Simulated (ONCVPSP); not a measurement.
**Pseudopotential generation for Lu (part 2 of 2)**

Continued. System: lutetium (Lu, Z = 71), core [Kr] 4d10, reference valence 4f14 5s2 5p6 5d1 6s2, valence charge 25. Method: ONCV potential, PBEsol, fully relativistic, made with ONCVPSP 4.0.1.

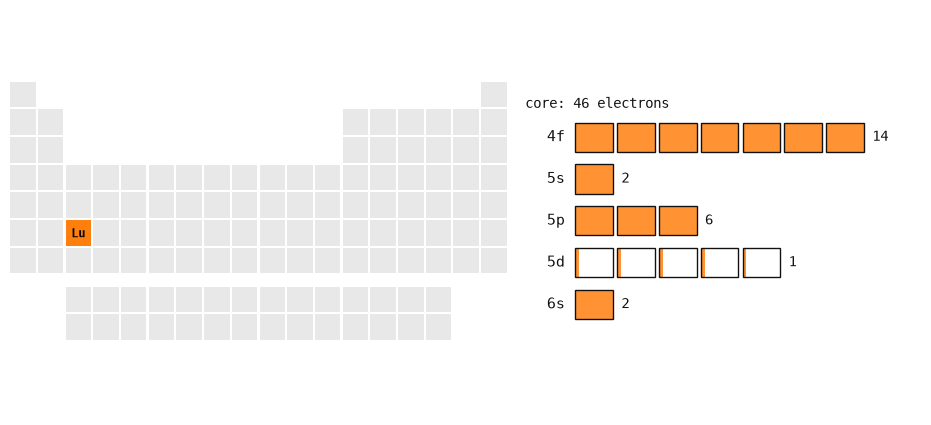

Left, the place of lutetium in the periodic table; right, the valence shells of the reference configuration: a box for each of the 2l + 1 orbitals, shaded by the share of the shell that is filled, with the electron count at the right.

**The program's output (extracts), continued**
```
Test configuration 1

   n   l kap    f        eae           eps        diff
   1   0  -1  2.0000-2320.61632171
   2   0  -1  2.0000 -394.99099990
   2   1  -2  4.0000 -335.96907399
   2   1   1  2.0000 -377.01663808
   3   0  -1  2.0000  -89.69185173
   3   1  -2  4.0000  -72.99046447
   3   1   1  2.0000  -81.74454802
   3   2  -3  6.0000  -57.59124842
   3   2   2  4.0000  -59.50293151
   4   0  -1  2.0000  -18.04162572
   4   1  -2  4.0000  -12.81289489
   4   1   1  2.0000  -14.80775060
   4   2  -3  6.0000   -7.13360990
   4   2   2  4.0000   -7.49776032
   4   3  -4  8.0000   -0.57601168   -0.57721841   -1.21E-03
   4   3   3  6.0000   -0.63200856   -0.63161483    3.94E-04
   5   0  -1  2.0000   -2.48741356   -2.48755985   -1.46E-04
   5   1  -2  4.0000   -1.33970752   -1.33941604    2.91E-04
   5   1   1  2.0000   -1.59357181   -1.59333360    2.38E-04
   5   2  -3  0.6000   -0.28471288   -0.28455594    1.57E-04
   5   2   2  0.4000   -0.29932683   -0.29915211    1.75E-04
   6   0  -1  1.0000   -0.37581354   -0.37585226   -3.87E-05

    Total energies and differences
      AE_ref= -1.45766131E+04  AE_tst= -1.45763414E+04  dif=  2.72E-01
      PS_ref= -2.74550662E+02  PS_tst= -2.74278991E+02  dif=  2.72E-01
      PSP excitation error=  1.57E-05

Test configuration 2

psatom_r: WARNING lschvkbb convergence error n,l,kap,iter=   3   2  -3


ea(ii),et,emin,emax -6.567672E-02 -7.224439E-02 -7.224439E-02 -7.224439E-02

psatom_r: WARNING lschvkbb convergence error n,l,kap,iter=   4   3  -4


ea(ii),et,emin,emax -3.426692E-01 -3.084023E-01 -3.084023E-01 -3.084023E-01

psatom_r: WARNING lschvkbb convergence error n,l,kap,iter=   1   0  -1


ea(ii),et,emin,emax -2.253741E+00 -2.028367E+00 -2.028367E+00 -2.028367E+00

psatom_r: WARNING lschvkbb convergence error n,l,kap,iter=   2   1  -2


ea(ii),et,emin,emax -1.106008E+00 -9.954071E-01 -9.954071E-01 -9.954071E-01

psatom_r: WARNING lschvkbb convergence error n,l,kap,iter=   3   2  -3


ea(ii),et,emin,emax -6.567672E-02 -5.910905E-02 -5.910905E-02 -5.910905E-02

psatom_r: WARNING lschvkbb convergence error n,l,kap,iter=   2   0  -1


ea(ii),et,emin,emax -1.826678E-01 -1.644010E-01 -1.644010E-01 -1.644010E-01
run_config_r: WARNING for fully non-local PS atom,
 WARNING no output for configuration 3

Test configuration 3

psatom_r: WARNING lschvkbb convergence error n,l,kap,iter=   3   2  -3


ea(ii),et,emin,emax -6.056156E-02 -6.661771E-02 -6.661771E-02 -6.661771E-02

psatom_r: WARNING lschvkbb convergence error n,l,kap,iter=   4   3  -4


ea(ii),et,emin,emax -3.396218E-01 -3.056596E-01 -3.056596E-01 -3.056596E-01

psatom_r: WARNING lschvkbb convergence error n,l,kap,iter=   1   0  -1


ea(ii),et,emin,emax -2.250433E+00 -2.025390E+00 -2.025390E+00 -2.025390E+00

psatom_r: WARNING lschvkbb convergence error n,l,kap,iter=   2   1  -2


ea(ii),et,emin,emax -1.102448E+00 -9.922034E-01 -9.922034E-01 -9.922034E-01

psatom_r: WARNING lschvkbb convergence error n,l,kap,iter=   3   2  -3


ea(ii),et,emin,emax -6.056156E-02 -5.450540E-02 -5.450540E-02 -5.450540E-02

psatom_r: WARNING lschvkbb convergence error n,l,kap,iter=   2   0  -1


ea(ii),et,emin,emax -1.790359E-01 -1.611323E-01 -1.611323E-01 -1.611323E-01
run_config_r: WARNING for fully non-local PS atom,
 WARNING no output for configuration 4

Test configuration 4

   n   l kap    f        eae           eps        diff
   1   0  -1  2.0000-2320.48502225
   2   0  -1  2.0000 -394.86055088
   2   1  -2  4.0000 -335.83859508
   2   1   1  2.0000 -376.88609425
   3   0  -1  2.0000  -89.56171091
   3   1  -2  4.0000  -72.86032334
   3   1   1  2.0000  -81.61438785
   3   2  -3  6.0000  -57.46110700
   3   2   2  4.0000  -59.37278398
   4   0  -1  2.0000  -17.91140347
   4   1  -2  4.0000  -12.68264032
   4   1   1  2.0000  -14.67752248
   4   2  -3  6.0000   -7.00335663
   4   2   2  4.0000   -7.36751265
   4   3  -4  8.0000   -0.44580324   -0.44631714   -5.14E-04
   4   3   3  6.0000   -0.50178741   -0.50067536    1.11E-03
   5   0  -1  2.0000   -2.35693301   -2.35702113   -8.81E-05
   5   1  -2  4.0000   -1.20945462   -1.20931827    1.36E-04
   5   1   1  2.0000   -1.46314745   -1.46303674    1.11E-04
   5   2  -3  0.6000   -0.16717893   -0.16711176    6.72E-05
   5   2   2  0.4000   -0.18039555   -0.18031638    7.92E-05
   6   0  -1  1.5000   -0.27056354   -0.27058298   -1.94E-05

    Total energies and differences
      AE_ref= -1.45766131E+04  AE_tst= -1.45765028E+04  dif=  1.10E-01
      PS_ref= -2.74550662E+02  PS_tst= -2.74440386E+02  dif=  1.10E-01
      PSP excitation error=  1.53E-05
```

**Summary**

- outcome: generated, with a ghost state
- cutoffs needed: 768 Ha and 1017 Ha (the cutoffs at which the residual kinetic energy of the hardest occupied pseudo-wave falls to 1 and 0.1 mHa per electron)
- ghost test: GHOST(-) flagged for s at -1407.7 eV, s at -72.5 eV, p3/2 at -916.5 eV, d5/2 at -185.2 eV, p1/2 at -847.9 eV; no localised positive-energy state flagged (flags above 300 eV left out) (the first five of each kind)
- configuration tests: 2 of 4 tests not solved
- largest excitation error among the tests solved: +0.4 meV (all-electron minus pseudo) for 4f14 5s2 5p6 5d1 6s1
- clearest signs, in the scattering phases, of states that the all-electron atom lacks: p3/2 near 2.9 Ha
- range over which the phases arctan(r R′/R) at the test radius agree within 0.05 rad (a looser test near the poles than one of phase shifts): p3/2: up to about 0.6 Ha; p1/2: up to about 0.4 Ha; d5/2: over the whole range computed; d3/2: over the whole range computed; f7/2: over the whole range computed; f5/2: over the whole range computed; s: not judged, the stored energies step over a narrow level
- hardware: 1 CPU thread, shared host
- wall time: 6.7 s

**Notes**

The potential has a bound ghost state, so it can't be used as it stands. Warnings of the program, in the generation or the tests: psatom_r: WARNING lschvkbb convergence error n,l,kap,iter= 1 0 -1; psatom_r: WARNING lschvkbb convergence error n,l,kap,iter= 2 0 -1; psatom_r: WARNING lschvkbb convergence error n,l,kap,iter= 2 1 -2.
